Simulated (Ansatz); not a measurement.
**Frequency calculation, with input and output: HfSiH8ClO4F**

- system: HfSiH8ClO4F
- method: RKS PBE0-D4/def2-SVP (Ansatz 0.2.0)

Figures and captions count atoms from 1; the log counts them from 0 in places.

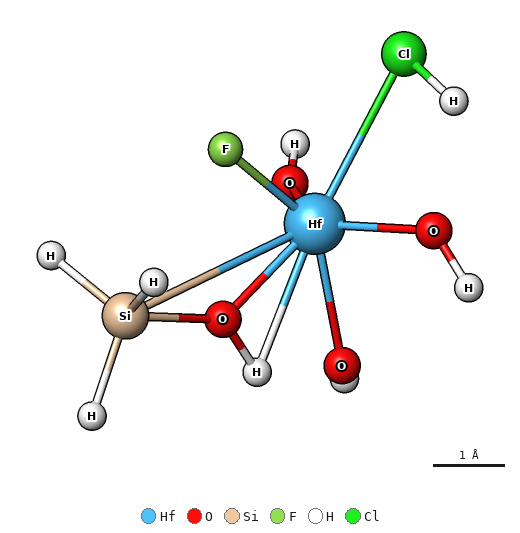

Fig. 1: The input geometry (ball-and-stick view, seen at a tilt). Sticks mark near contacts.

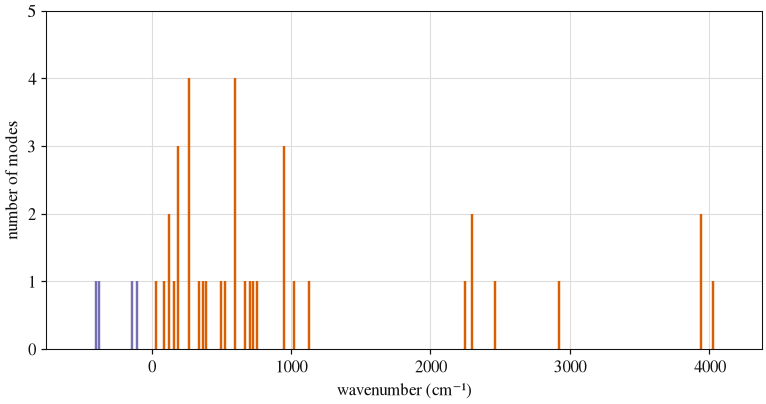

Fig. 2: Harmonic vibrational wavenumbers from the force constants; neighbouring modes closer than 20 cm⁻¹ are counted in one stick, and imaginary ones are drawn at negative wavenumbers. 42 modes from 401i to 4023 cm⁻¹, 4 imaginary beyond 8i (401i, 373i, 142i, 105i cm⁻¹): not a minimum.

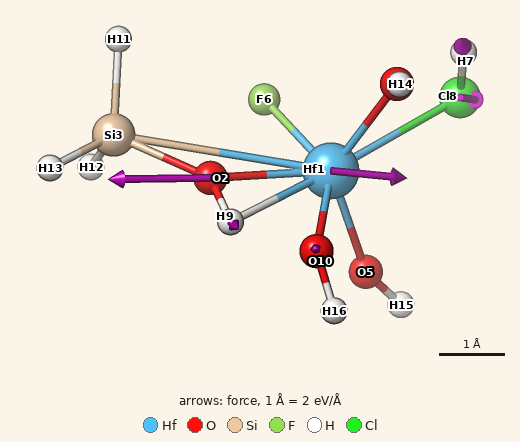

Fig. 3: Forces on the atoms as pink arrows (ball-and-stick view, seen at a tilt; atoms are numbered from 1 in the order of the input); the smallest are left out. The largest act on O2 (3.32 eV/Å); Hf1 (2.46 eV/Å); Cl8 (1.53 eV/Å); H7 (1.00 eV/Å). The geometry is not a stationary point of this energy.

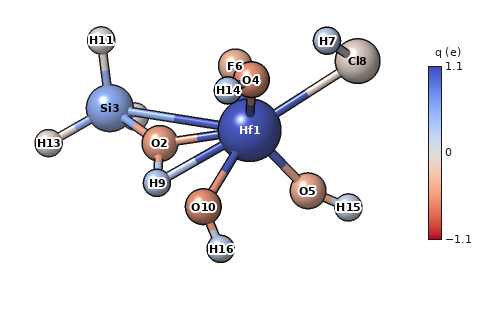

Fig. 4: Mulliken charges, as the colour of each atom (ball-and-stick view, seen at a tilt; atoms are numbered from 1 in the order of the input). By element: Hf +1.09, O −0.58 to −0.47, Si +0.61, F −0.42, H −0.09 to +0.30 and Cl −0.10 e.

These pictures come from the run below.

Input
```yaml
crystal:
  periodic: [false, false, false]
  atoms:
    - {symbol: Hf, position_ang: [-0.197208, 0.535188, 0.503828]}
    - {symbol: O, position_ang: [0.030696, -0.730260, -1.006460]}
    - {symbol: Si, position_ang: [0.506679, -2.366086, -1.145184]}
    - {symbol: O, position_ang: [1.435767, 1.720927, 0.615358]}
    - {symbol: O, position_ang: [-2.056474, 0.769284, 1.040110]}
    - {symbol: F, position_ang: [0.362395, -1.146354, 1.370254]}
    - {symbol: H, position_ang: [1.275211, 1.826978, 2.464399]}
    - {symbol: Cl, position_ang: [0.217669, 1.378719, 3.040453]}
    - {symbol: H, position_ang: [-0.315135, 0.008308, -1.677164]}
    - {symbol: O, position_ang: [-0.652602, 1.386431, -1.421906]}
    - {symbol: H, position_ang: [1.893218, -2.517600, -0.639243]}
    - {symbol: H, position_ang: [-0.463820, -3.232017, -0.431632]}
    - {symbol: H, position_ang: [0.460280, -2.651659, -2.609025]}
    - {symbol: H, position_ang: [1.800792, 2.218320, -0.122094]}
    - {symbol: H, position_ang: [-2.776959, 1.035038, 1.608708]}
    - {symbol: H, position_ang: [-1.520509, 1.764882, -1.590303]}
basis:
  gaussian: {orbitals: def2-SVP}
hamiltonian: {xc: pbe0, dispersion: d4}
phonons: {}
scf: {lower_state_search: off}
```

Run as:
```bash
ansatz run in.yaml --threads 4 --pin off --events-out ev --progress --plain --max-ram 66560MiB --backend cuda --devices 0, --max-vram 37GiB
```

Output
```
Functional definition: PBE0
  name "PBE0"
  cite "Adamo & Barone, J. Chem. Phys. 110, 6158 (1999) doi:10.1063/1.478522"
  cite "Perdew, Burke & Ernzerhof, Phys. Rev. Lett. 77, 3865 (1996) doi:10.1103/PhysRevLett.77.3865"
  parent pbe
  parameter a = 0.25
  parameter kappa = 0.804
  parameter beta = 0.06672455060314922
  exchange = (1 - a)*pbe_x(kappa = kappa, mu = beta*pi^2/3) + a*exact_x
  correlation = pbe_c(beta = beta)
these checks for a lower state are left out or cut short: stability, starts, cluster_reference, orbital_swaps, neighbouring_geometries, increment
1818 factors; integrals over basis functions are off by at most 4.7e-4 eV
mean field evaluation 1: about -32700.1816 eV, gradient 9.8e1 eV
mean field evaluation 2: about -32661.6093 eV, gradient 1.7e2 eV
mean field evaluation 4: about -32716.4487 eV, gradient 8.6e0 eV
mean field evaluation 8: about -32716.6429 eV, gradient 4.3e-1 eV
mean field evaluation 16: about -32716.6433 eV, gradient 6.4e-5 eV
mean field -32716.64331400 eV, -1202.3144656521 hartree, gradient 2.2e-6 eV, S^2 0.000000; 0 other end points of the search recorded, 0 dependent functions left out
the calculation of the forces begins
reference -32716.64337913 eV, -1202.3144680455 hartree; 46, 46 occupied and 132, 132 virtual orbitals, 1818 factors
these checks for a lower state are left out or cut short: stability, starts, cluster_reference, orbital_swaps, neighbouring_geometries, increment
1818 factors; integrals over basis functions are off by at most 4.7e-4 eV
mean field -32716.64185969 eV, -1202.3144122072 hartree, gradient 2.4e-6 eV, S^2 0.000000; 0 other end points of the search recorded, 0 dependent functions left out
[... from here on the field's lines of each further geometry are left out, up to the last ...]
the calculation of the forces begins
reference -32716.64336880 eV, -1202.3144676659 hartree; 46, 46 occupied and 132, 132 virtual orbitals, 1818 factors
these checks for a lower state are left out or cut short: stability, starts, cluster_reference, orbital_swaps, neighbouring_geometries, increment
1818 factors; integrals over basis functions are off by at most 4.7e-4 eV
mean field -32716.64330501 eV, -1202.3144653217 hartree, gradient 1.1e-6 eV, S^2 0.000000; 0 other end points of the search recorded, 0 dependent functions left out
the calculation of the forces begins
reference -32716.64337014 eV, -1202.3144677152 hartree; 46, 46 occupied and 132, 132 virtual orbitals, 1818 factors
WARN: phonons: 1 mode above zero is a rigid motion of the cell's bodies and no vibration: the zero-point energy, free energy, entropy and heat capacity leave it out. With what each would have added to F at 1000 K, by the weight of its row in the mesh: 18.59 cm⁻¹ (-0.312 eV; rigid weight 0.731, of which rotation 0.731). A body is a set of atoms that hang together within twice the van der Waals contact; here: 16 atoms, out of reach of every periodic image. What nothing holds moves and turns at no cost, which is at zero frequency: what stands here is left by the forces on the atoms, the periodic images, the SCF threshold and the grid, and changes its size and its sign with the last two. The forces' share comes down as the geometry is relaxed further. The table is the vibrational part alone. If the cell is meant as a crystal, declare phonons.rigid_motions: translations: the three translations of the whole cell alone are then left out. The least rigid weight left out is 0.73067 and the largest kept is 0.29936. The rigid motions are mixed with soft vibrations: those modes' frequencies are not settled, nor the sums by as much as one such mode adds.
WARN: phonons: modes at or below zero, which the zero-point energy, F, S and C_V leave out: 4, the lowest at -402.18 cm⁻¹. A minimum has none, and a first-order saddle one
Total energy: -32716.97670696 eV, -1202.3267176176 hartree
Atom 0 at    -0.197208     0.535188     0.503828 Å, force    -0.530441     1.796393     1.591235 eV/Å
Atom 1 at     0.030696    -0.730260    -1.006460 Å, force     0.442043    -2.287009    -2.371755 eV/Å
Atom 2 at     0.506679    -2.366086    -1.145184 Å, force     0.010434     0.007934    -0.000498 eV/Å
Atom 3 at     1.435767     1.720927     0.615358 Å, force    -0.008334    -0.010080    -0.000579 eV/Å
Atom 4 at    -2.056474     0.769284     1.040110 Å, force     0.000077     0.002994    -0.000297 eV/Å
Atom 5 at     0.362395    -1.146354     1.370254 Å, force    -0.002041     0.016512    -0.002303 eV/Å
Atom 6 at     1.275211     1.826978     2.464399 Å, force     0.709566     0.322944    -0.632299 eV/Å
Atom 7 at     0.217669     1.378719     3.040453 Å, force    -0.651306    -0.026424     1.388931 eV/Å
Atom 8 at    -0.315135     0.008308    -1.677164 Å, force    -0.145329     0.374694    -0.117136 eV/Å
Atom 9 at    -0.652602     1.386431    -1.421906 Å, force     0.148464    -0.174717     0.156493 eV/Å
Atom 10 at     1.893218    -2.517600    -0.639243 Å, force    -0.009665    -0.001997    -0.008635 eV/Å
Atom 11 at    -0.463820    -3.232017    -0.431632 Å, force     0.001496     0.007279    -0.002390 eV/Å
Atom 12 at     0.460280    -2.651659    -2.609025 Å, force     0.005179    -0.000538     0.011009 eV/Å
Atom 13 at     1.800792     2.218320    -0.122094 Å, force    -0.009106    -0.006314     0.005711 eV/Å
Atom 14 at    -2.776959     1.035038     1.608708 Å, force     0.029501    -0.009075    -0.019937 eV/Å
Atom 15 at    -1.520509     1.764882    -1.590303 Å, force     0.009461    -0.012595     0.002451 eV/Å
Dipole moment:    -0.161216     0.222380    -0.254597 e Å
Vibrations: -402.18 -373.38 -151.67 -120.02 41.67 92.16 121.43 131.08 164.02 184.77 190.72 200.37 247.31 263.63 278.60 295.50 341.26 370.66 391.99 495.18 528.71 575.39 589.75 601.57 615.22 672.24 707.86 730.03 753.62 941.55 951.12 958.90 1023.43 1127.12 2248.72 2287.36 2301.02 2458.96 2917.85 3935.88 3940.01 4023.46 cm⁻¹, zero-point energy 2.399102 eV
Checks for a lower state left out: stability, starts, cluster_reference, orbital_swaps, neighbouring_geometries, increment
```

Summary

```json
{"quantity": "outcome", "value": "converged"}
{"quantity": "total energy", "value": "−32716.9767 eV"}
{"quantity": "mean-field energy", "value": "−32716.6434 eV"}
{"quantity": "dispersion energy", "value": "−0.3333 eV"}
{"quantity": "largest force (length of the vector)", "value": "3.324 eV/Å"}
{"quantity": "dipole moment", "value": "1.80 D"}
{"quantity": "hardware", "value": "4 CPU threads, shared host"}
{"quantity": "wall time", "value": "3.6 min (CPU time 5.3 min)"}
{"quantity": "peak memory", "value": "0.98 GiB"}
```
